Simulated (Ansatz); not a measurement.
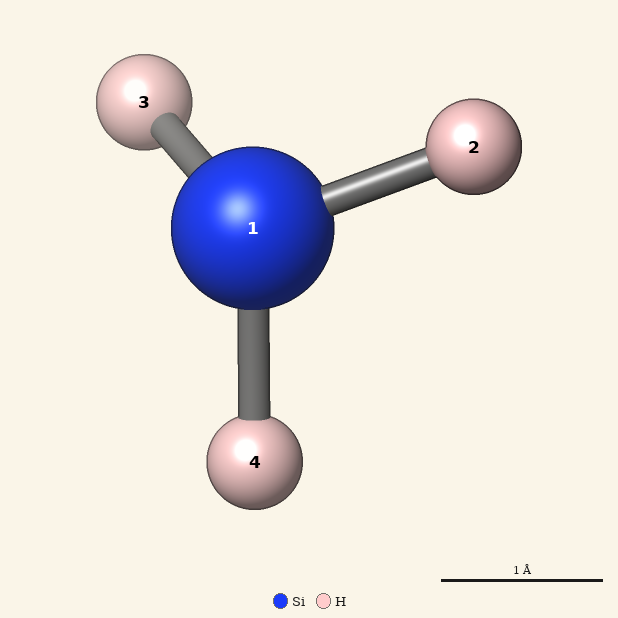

Orthographic view. Atoms fade into the background with distance from the viewer. The species is neutral and a spin doublet. The geometry was computed by an optimisation with PBE0-D4/def2-TZVP.

Give the geometry as a Z-matrix, atoms in numerical order, with these reference atoms: 2 to 1; 3 to 1, 2; 4 to 1, 3, 2.

```
Si 
H    1   1.486
H    1   1.486   2   111.2
H    1   1.486   3   111.2   2  -124.6
```
